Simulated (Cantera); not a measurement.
Feed: 1 mol CuO, 5.9 mol CO, 13 mol H2, equilibrated at 1 atm.

Cantera equilibrium calculation (NASA polynomials, part measured and part estimated; ideal gas, pure solids and liquids). Candidate condensed phases: C, C6H6, C7H8, C8H18, Cu, CuO, Cu(OH)2, Cu2O, H2O; 113 gas species. Kinetics and transport are ignored.

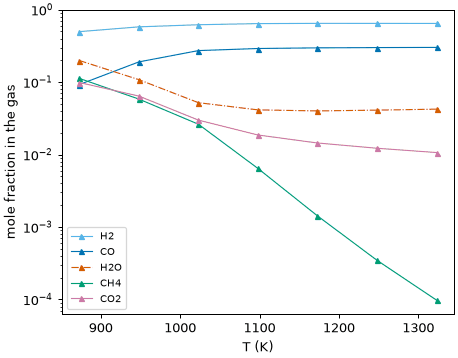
Figure. Equilibrium gas composition (values under 1e-9 drawn at 1e-9)

Q: Read off the mole fractions at 1323 K.

A: H2 about 0.65, CO about 0.30, H2O about 0.042, CO2 about 0.011, CH4 about 9.8e-5.
